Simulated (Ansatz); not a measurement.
# Cl2FH3HfO2: two geometries relaxed, part 2 of 2

Aim: relax the geometries before and after the reaction (ligand exchange), and see whether they are two minima and how far apart in energy. Meant to form: Hf1–O7, H9–F2; to break: Hf1–F2, H9–O7. The start is a guess near the saddle point, from which both ends are pulled out.

Ansatz 0.2.0; RKS BLYP-D4/def2-SVP. Earlier steps stand in the parts before.

## (6) End point B

It starts where the restrained run ended.

Input file input.yaml:

```yaml
crystal:
  periodic: [false, false, false]
  atoms:
    - { symbol: Hf, position_ang: [0.151968, -0.582456, -0.575285] }
    - { symbol: F, position_ang: [0.704979, 0.536535, 2.340904] }
    - { symbol: Cl, position_ang: [2.248534, 0.354658, -1.205031] }
    - { symbol: O, position_ang: [-1.209624, 0.737972, -0.294023] }
    - { symbol: H, position_ang: [-1.80478, 1.393298, 0.096474] }
    - { symbol: Cl, position_ang: [-0.557913, -1.87901, -2.427676] }
    - { symbol: O, position_ang: [0.319568, -1.905655, 0.954372] }
    - { symbol: H, position_ang: [0.352325, -2.87429, 1.023024] }
    - { symbol: H, position_ang: [0.713142, -0.385451, 2.495542] }
basis:
  gaussian: { orbitals: def2-SVP }
hamiltonian:
  xc: blyp
  dispersion: d4
relax:
  f_tol: 0.03
  max_steps: 50
output:
  orbitals: {}
```

Launch:

```bash
> ansatz run input.yaml --threads 4 --pin off --max-ram 5120MiB --backend cpu --events-out ev --progress --plain --runs-dir out
```

Log, shortened:

```text
Warning: RAYON_NUM_THREADS=4 ignored (pool sized by the plan → 4); use --threads N
[...]
Functional definition: BLYP
[...]
1312 factors; their error is unknown
[...]
mean field -33205.18141947 eV, -1220.2679098852 hartree, gradient 7.3e-5 eV, S^2 0.000000; 0 other end points of the search recorded, 0 dependent functions left out
[...]
reference -33205.18187542 eV, -1220.2679266411 hartree; 37, 37 occupied and 88, 88 virtual orbitals, 1312 factors
relax step   1: F+E_penalty+E_count = -33205.59452788 eV  Δ(F+E_penalty+E_count) = +0.000e0 eV  max|allowed force component| = 1.036e0 eV/Å  Δτ_max = 0.0000 Å  (31 SCF iters, accepted)
[...]
relax step   7: F+E_penalty+E_count = -33205.95572780 eV  Δ(F+E_penalty+E_count) = -6.025e-3 eV  max|allowed force component| = 3.596e-1 eV/Å  Δτ_max = 0.0853 Å  (32 SCF iters, accepted)
[...]
relax step  13: F+E_penalty+E_count = -33205.96395519 eV  Δ(F+E_penalty+E_count) = -4.705e-4 eV  max|allowed force component| = 2.701e-1 eV/Å  Δτ_max = 0.0685 Å  (33 SCF iters, accepted)
[...]
relax step  19: F+E_penalty+E_count = -33206.42446056 eV  Δ(F+E_penalty+E_count) = -1.605e-1 eV  max|allowed force component| = 1.573e0 eV/Å  Δτ_max = 0.1562 Å  (37 SCF iters, accepted)
[...]
relax step  25: F+E_penalty+E_count = -33206.65420839 eV  Δ(F+E_penalty+E_count) = -1.530e-2 eV  max|allowed force component| = 4.274e-1 eV/Å  Δτ_max = 0.0975 Å  (31 SCF iters, accepted)
relax step  26: F+E_penalty+E_count = -33206.67840286 eV  Δ(F+E_penalty+E_count) = -2.419e-2 eV  max|allowed force component| = 4.199e-1 eV/Å  Δτ_max = 0.1458 Å  (39 SCF iters, accepted)
relax step  27: F+E_penalty+E_count = -33206.71804445 eV  Δ(F+E_penalty+E_count) = -3.964e-2 eV  max|allowed force component| = 2.866e-1 eV/Å  Δτ_max = 0.1932 Å  (38 SCF iters, accepted)
```

## (7) More of the same log: end point B relaxed

Output, continued, shortened:

```text
relax step  28: F+E_penalty+E_count = -33206.74487967 eV  Δ(F+E_penalty+E_count) = -2.684e-2 eV  max|allowed force component| = 3.113e-1 eV/Å  Δτ_max = 0.1959 Å  (38 SCF iters, accepted)
[...]
relax step  30: F+E_penalty+E_count = -33206.75652885 eV  Δ(F+E_penalty+E_count) = -1.138e-2 eV  max|allowed force component| = 1.611e-1 eV/Å  Δτ_max = 0.0655 Å  (32 SCF iters, accepted)
[...]
relax step  32: F+E_penalty+E_count = -33206.76636920 eV  Δ(F+E_penalty+E_count) = -7.933e-3 eV  max|allowed force component| = 1.398e-1 eV/Å  Δτ_max = 0.0848 Å  (31 SCF iters, accepted)
[...]
relax step  34: F+E_penalty+E_count = -33206.76965783 eV  Δ(F+E_penalty+E_count) = -1.308e-3 eV  max|allowed force component| = 2.988e-1 eV/Å  Δτ_max = 0.0626 Å  (31 SCF iters, accepted)
[...]
Total energy: -33206.77234765 eV, -1220.3263754175 hartree
Atom 0 at     0.027035    -0.073443     0.022533 Å, force    -0.006769     0.000225    -0.021835 eV/Å
Atom 1 at    -0.058851     0.293821     1.930639 Å, force    -0.001578    -0.001910     0.012287 eV/Å
Atom 2 at     2.114417     0.463947    -1.007349 Å, force     0.000761     0.000522    -0.000968 eV/Å
Atom 3 at    -1.119718     1.327483    -0.614739 Å, force    -0.017154     0.000421    -0.000950 eV/Å
Atom 4 at    -1.791415     1.971149    -0.879578 Å, force     0.018846    -0.004796     0.003957 eV/Å
Atom 5 at    -1.167243    -1.971387    -0.914776 Å, force     0.005065     0.004841     0.004213 eV/Å
Atom 6 at     1.112013    -1.929505     1.056085 Å, force    -0.001806    -0.002851    -0.000438 eV/Å
Atom 7 at     0.720609    -2.785592     0.781059 Å, force    -0.000249     0.002441     0.000312 eV/Å
Atom 8 at     1.081352    -1.900873     2.034428 Å, force     0.002884     0.001106     0.003423 eV/Å
Dipole moment:    -0.163149    -0.318776     0.420553 e Å
```

It took 77 s on 4 threads of Arm Neoverse V1, shared host; peak memory 0.19 GiB.

Relaxation path, one in 2:

```csv
step,energy from step 1 (eV),largest force component (eV/Å)
1,0.0000,1.0364
3,-0.2633,0.5477
5x,-0.3291,1.3195
7,-0.3612,0.3596
9,-0.3672,0.0335
11,-0.3681,0.0325
13,-0.3694,0.2701
15,-0.3778,0.5726
17,-0.4896,1.1665
19,-0.8299,1.5734
21,-0.9061,1.9231
23x,-0.9970,1.2776
25,-1.0597,0.4274
27,-1.1235,0.2866
29,-1.1506,0.4245
31,-1.1639,0.1727
33,-1.1738,0.1819
35,-1.1771,0.0650
36,-1.1774,0.0218
```

Step 1 is the start. 2 steps were tried and not accepted (marked x).

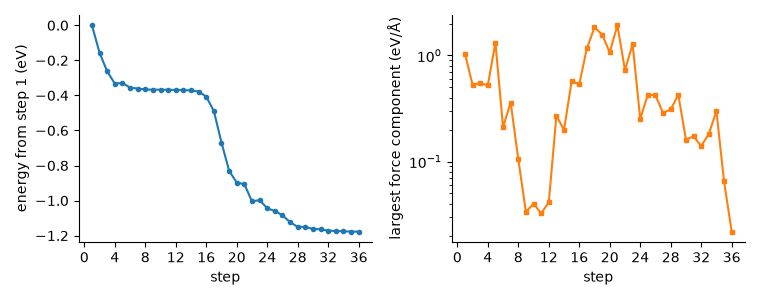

How energy and force went from step to step.

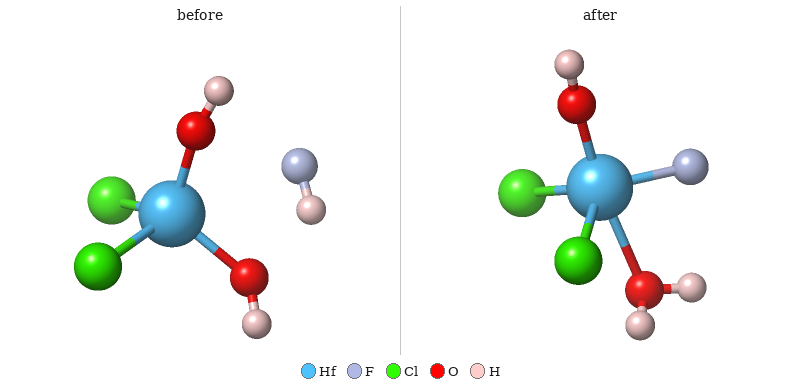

The structure before (left) and after (right), drawn at the same scale.

After: Bond lengths: Hf1–F2 1.945 Å, Hf1–Cl3 2.389 Å, Hf1–O4 1.919 Å, O4–H5 0.967 Å, Hf1–Cl6 2.430 Å, Hf1–O7 2.385 Å, O7–H8 0.981 Å, O7–H9 0.979 Å. Angles: F2–Hf1–Cl3 114.8°, F2–Hf1–O4 99.3°, F2–Hf1–Cl6 120.3°, F2–Hf1–O7 75.0°, Cl3–Hf1–O4 102.4°, Cl3–Hf1–Cl6 116.0°, Cl3–Hf1–O7 88.0°, O4–Hf1–Cl6 98.5°, O4–Hf1–O7 169.6°, Cl6–Hf1–O7 77.5°, Hf1–O4–H5 172.5°, Hf1–O7–H8 112.1°, Hf1–O7–H9 113.3°, H8–O7–H9 107.1°.

Pairs that crossed the distance rule for bonds on the way: came closer Hf1–F2, O7–H9; moved apart F2–H9.

## (8) Results

What follows sums up all 2 parts.

```
                           quantity                     value
                              end A  11 moves, 0.484 eV lower
                              end B  33 moves, 1.177 eV lower
largest difference between the ends                    0.03 Å
            end B relative to end A                 +0.000 eV
```

In words: Both starts fell into the same minimum (no atom differs by more than 0.03 Å), so from this start no second minimum was found and no band was run; another arrangement could still be one.
